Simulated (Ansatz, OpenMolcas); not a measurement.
## A ladder of methods for CH6BNO2 (SMILES COB(N)O)

CH6BNO2 has 11 atoms, charge 0, and is taken as a singlet. SMILES: `COB(N)O`. Geometry: relaxed at PBE0-D4/def2-TZVP. This is one conformer, not always the lowest.

```xyz
11

C     0.7135    0.8516    1.1297
O    -0.4467    0.1025    0.8785
B    -0.6440   -0.5067   -0.3384
N     0.2758   -0.4319   -1.4037
O    -1.8010   -1.2231   -0.5148
H     0.8013    1.7018    0.4431
H     0.6544    1.2386    2.1476
H     1.6169    0.2360    1.0476
H     1.1441    0.0663   -1.3669
H     0.0952   -0.8909   -2.2775
H    -2.3441   -1.2011    0.2754
```

Each level gives the vertical ionisation energy (to the doublet cation) (eV). The values are calculated.

| level | kind | program | value (eV) | less CCSD(T)/6-31G* | CPU time (all runs) |
| --- | --- | --- | --- | --- | --- |
| SVWN5/6-31G* (spherical functions) | LDA | OpenMolcas | 9.41 | -0.12 | 70 s |
| BLYP/6-31G* (spherical functions) | GGA | OpenMolcas | 9.06 | -0.47 | 1.8 min |
| M06-L/6-31G* (spherical functions) | meta-GGA | OpenMolcas | 9.43 | -0.10 | 2.8 min |
| B3LYP/6-31G* (spherical functions) | global hybrid | OpenMolcas | 9.58 | +0.05 | 83 s |
| r2SCAN0/6-31G* (spherical functions) | hybrid meta-GGA | Ansatz | 9.68 | +0.15 | 47 s |
| CAM-B3LYP/6-31G* (spherical functions) | range-separated hybrid | Ansatz | 9.77 | +0.24 | 36 s |
| PBE-QIDH/6-31G* (spherical functions) | double hybrid | Ansatz | 9.84 | +0.31 | 30 s |
| MP2/6-31G* (spherical functions) | perturbation theory | Ansatz | 9.75 | +0.22 | 9.9 s |
| CCSD(T)/6-31G* (spherical functions), open shells restricted | coupled cluster or CI | OpenMolcas | 9.53 | 0.00 | 1.9 min |

Differences are taken from CCSD(T)/6-31G* (spherical functions), open shells restricted for orientation; it has basis-set and higher-order errors of its own. The values span 9.06 to 9.84 eV. Times are those of the runs behind each value, whatever else they computed, on shared processors of several kinds: orders of magnitude only.

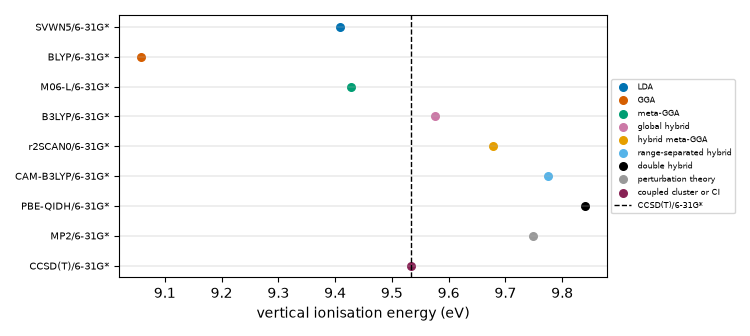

The values of the table, level by level.
